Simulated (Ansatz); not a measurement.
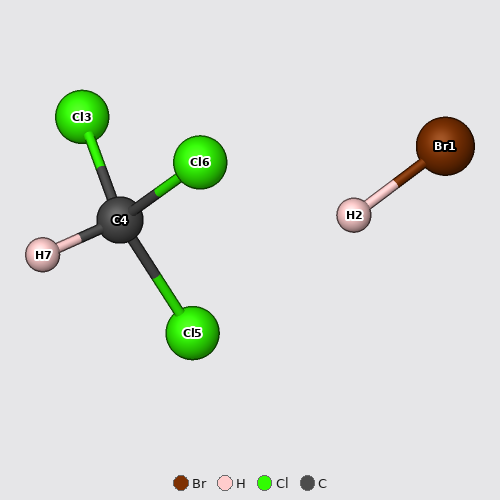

The system is the pair BrH···CHCl₃; the picture shows the reference structure. 
- The turn is about an axis along (0.99, −0.06, −0.12) in the frame of the relaxed pair, normal to the line between the partners.
- Coordinates scanned: (1) distance Cl5···Br1; (2) turn of Br1, H2 about its own atom Br1.
- Grid: 9 × 8 points.
- Points are written as (first, second).
- Energies: kJ/mol, counted from the two partners far apart, frozen as in the relaxed pair, each in its own basis (no counterpoise correction).
- These are results of RKS PBE0-D4/def2-SVPD in Ansatz 0.2.0, not measurements.

Its coordinates:

```xyz
7

Br   -0.4290   -0.3499   -3.2342
H    -0.2312    0.3390   -1.9977
Cl    1.4936   -1.0083    0.6725
C     0.1462    0.0217    1.1482
Cl    0.1146    1.5102    0.1813
Cl   -1.3912   -0.8311    1.0395
H     0.2970    0.3184    2.1902
```

Range: distance Cl5···Br1 from 3.299 to 4.699 Å; turn of Br1, H2 about its own atom Br1 from −180 to 135°.

Question: What will the energy surface look like?

Answer: The lowest grid point is at (4.024 Å, 0°), −12.8 kJ/mol from the two partners far apart, frozen as in the relaxed pair, each in its own basis (no counterpoise correction). Other grid points that lie below all their neighbours: (3.653 Å, −180°) (4.2 kJ/mol higher). The highest grid point, (3.299 Å, 0°), lies 22.7 kJ/mol above the lowest.

| second ↓, first → | 3.299 | 3.375 | 3.500 | 3.653 | 3.829 | 4.024 | 4.234 | 4.460 | 4.699 |
| --- | --- | --- | --- | --- | --- | --- | --- | --- | --- |
| 135 | −1.0 | −2.8 | −4.7 | −5.9 | −6.2 | −6.0 | −5.5 | −4.7 | −3.9 |
| 90 | 2.2 | −0.5 | −3.6 | −5.6 | −6.5 | −6.6 | −6.1 | −5.3 | −4.4 |
| 45 | 7.6 | 2.7 | −2.9 | −6.8 | −8.8 | −9.5 | −9.2 | −8.5 | −7.4 |
| 0 | 9.8 | 2.6 | −5.4 | −10.5 | −12.8 | −12.8 | −11.6 | −9.9 | −8.3 |
| −45 | 5.1 | 1.5 | −2.5 | −5.2 | −6.6 | −6.9 | −6.5 | −5.8 | −4.9 |
| −90 | 3.8 | 1.1 | −1.9 | −4.0 | −5.0 | −5.2 | −5.0 | −4.4 | −3.7 |
| −135 | −0.8 | −2.8 | −5.0 | −6.4 | −6.9 | −6.7 | −6.1 | −5.3 | −4.3 |
| −180 | −6.8 | −7.7 | −8.4 | −8.6 | −8.3 | −7.6 | −6.7 | −5.7 | −4.6 |

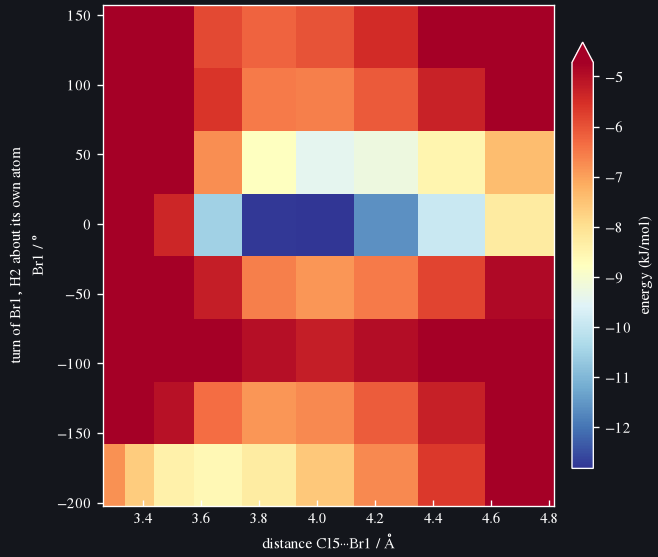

Drawn: one coloured cell a grid point, one colour for all values above the top of the scale.

The whole map (72 points run) took 32 min on 1 thread of Arm Neoverse N1 (shared host).
